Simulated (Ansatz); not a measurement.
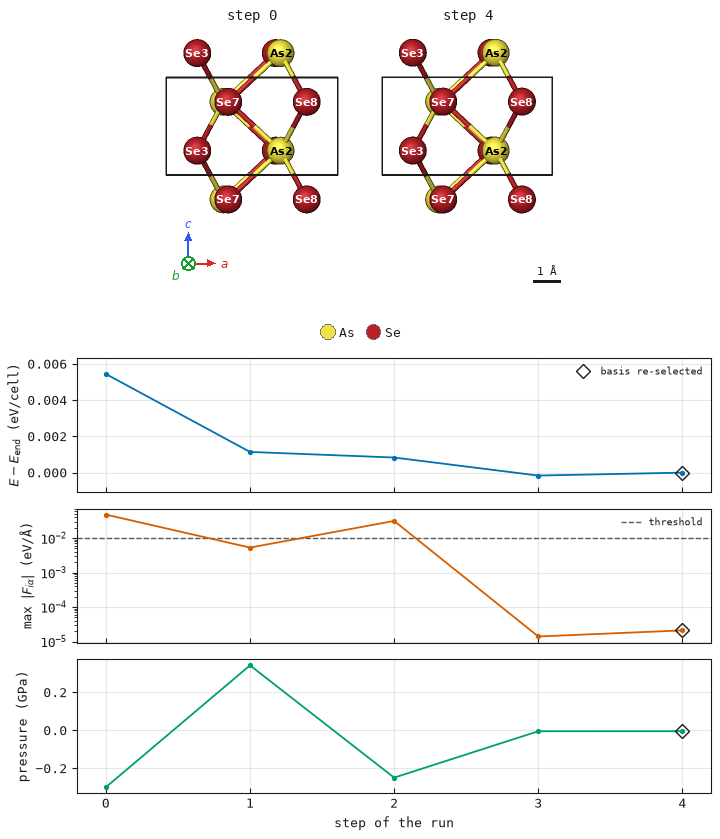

First and last geometry of a relaxation of a crystal of AsSe3 (a generated structure, set up in P6_3/mmc), with the history of the run. Style: ball-and-stick. Shown: the cell of the calculation, along the b axis.

Computed with Ansatz 0.2.0, DFT PBE, scalar-relativistic, plane waves, PAW. Settings: plane-wave cutoff 420 eV; k-point mesh 6 × 6 × 10; occupations gaussian; smearing width 0.1 eV; no spin polarisation; cell and atoms relaxed; force threshold 0.01 eV/Å; at most 80 steps.

Q: Did the run converge, and what did it change?

A: It converged. Over 3 accepted moves (4 points after the start) the energy falls by 5.4 meV per cell of the calculation. Largest force component: 0.048 eV/Å at the start, under 0.0001 eV/Å at the end. The pressure goes from −0.30 to 0.00 GPa. At 1 point the geometry stayed and the basis and grid were re-selected for the new cell (energy shift of 0.2 meV per cell of the calculation at most each time). The largest moves relative to the cell, 0.020 Å, are those of Se atoms. As stays in place. The volume changes by −1.2 %, with a = b 7.540 → 7.484 Å (−0.7 %), c 3.718 → 3.730 Å (+0.3 %). Near-neighbour distances that change, for instance: As–Se 2.727 → 2.734 Å. The space group stays P6_3/mmc (No. 194). Cost: 3.3 min on 1 thread of Arm Neoverse V2, with other jobs on the host, peak memory 0.72 GiB.
